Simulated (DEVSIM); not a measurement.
Device: Schottky contact on n-type β-Ga2O3, at 250 K.

```
layer (left to right)  material  thickness (μm)  Nd (cm⁻³)  τn (s)  τp (s)
---------------------  --------  --------------  ---------  ------  ------
1                       β-Ga2O3           0.590     8.8e16  1.8e-8  1.8e-8
```

Left contact: Schottky, work function 5.62 eV, emission velocity 5.4e6 cm/s. Right contact: ohmic. Voltage is applied to the left contact. Recombination: SRH at mid-gap. Mobility is constant in doping.

The device is made up for the run: typed textbook-type constants, with dimensions and the other settings drawn at random. Values at 300 K; Nc and Nv go as T^1.5, mobilities as T to minus their exponent, the gap by Varshni's rule with the affinity fixed.

| parameter | β-Ga2O3 |
|---|---|
| gap (eV) | 4.8 |
| affinity (eV) | 4 |
| permittivity | 10 |
| Nc (cm⁻³) | 3.7e18 |
| Nv (cm⁻³) | 5e20 |
| μn (cm²/Vs) | 160 |
| μp (cm²/Vs) | 1 |
| T exponent of μn | 1.8 |
| T exponent of μp | 1.5 |
| Varshni α (eV/K) | 0.0004 |
| Varshni β (K) | 600 |

DEVSIM, 1D drift-diffusion, Boltzmann statistics, complete ionisation; no tunnelling, impact ionisation, image-force lowering or self-heating. Metal contacts follow the ideal Schottky-Mott rule: no Fermi-level pinning, no interface dipoles.

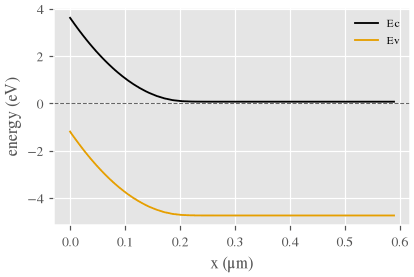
Figure: Band edges at -2.0 V on the left contact

Energies count from the Fermi level of the right contact; mesh points crowd at the junctions.

```tsv
x (μm)	Ec (eV)	Ev (eV)	n (cm⁻³)	p (cm⁻³)	field (V/cm)
0.000	3.620	-1.191	< 1e2	< 1e2	-330000
0.006602	3.402	-1.408	< 1e2	< 1e2	-320000
0.01487	3.139	-1.671	< 1e2	< 1e2	-310000
0.02332	2.882	-1.929	< 1e2	< 1e2	-300000
0.04061	2.391	-2.420	< 1e2	< 1e2	-270000
0.05744	1.958	-2.852	< 1e2	< 1e2	-240000
0.07851	1.480	-3.330	< 1e2	< 1e2	-210000
0.1151	0.819	-3.991	< 1e2	< 1e2	-150000
0.1441	0.445	-4.365	3.0e9	< 1e2	-110000
0.1870	0.139	-4.672	4.4e15	< 1e2	-38000
0.2407	0.076	-4.735	8.4e16	< 1e2	-1000
0.3291	0.075	-4.736	8.8e16	< 1e2	≈ 0
0.3869	0.075	-4.736	8.8e16	< 1e2	≈ 0
0.4330	0.075	-4.736	8.8e16	< 1e2	≈ 0
0.4752	0.075	-4.736	8.8e16	< 1e2	≈ 0
0.5036	0.075	-4.736	8.8e16	< 1e2	≈ 0
0.5262	0.075	-4.736	8.8e16	< 1e2	≈ 0
0.5443	0.075	-4.736	8.8e16	< 1e2	≈ 0
0.5629	0.075	-4.736	8.8e16	< 1e2	≈ 0
0.5720	0.075	-4.736	8.8e16	< 1e2	≈ 0
0.5809	0.075	-4.736	8.8e16	< 1e2	≈ 0
0.5900	0.075	-4.736	8.8e16	< 1e2	≈ 0
```
